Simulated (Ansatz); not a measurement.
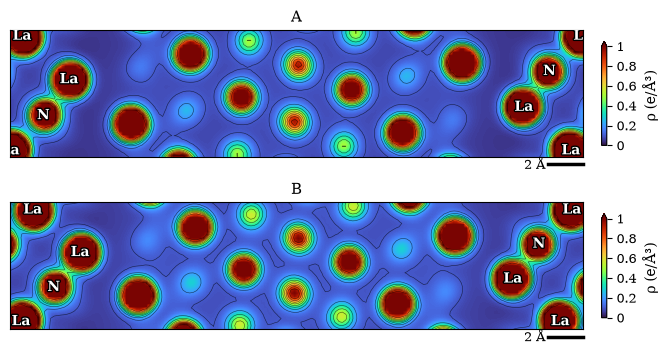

La₅N. The valence electron density of two cells that differ in size and shape, on the (111) plane of each (indices in the axes of the calculation cell), at one length scale and on one colour scale; one has 29.4 and the other 32.2 Å³ an atom.

Theory: Ansatz, DFT PBE, scalar-relativistic, plane waves, PAW.

Core electrons are frozen (PAW), and the valence fields are smoothed inside the atomic spheres.

**Which is the denser cell? Describe the effect of the change.**

Panel B is the smaller cell, by 9 % in volume. From the larger cell to the smaller, La–N goes from 2.50 to 2.47 Å, and the density at its midpoint from 0.42 to 0.44 e/Å³; the pressure goes from −0.9 to 2.2 GPa.
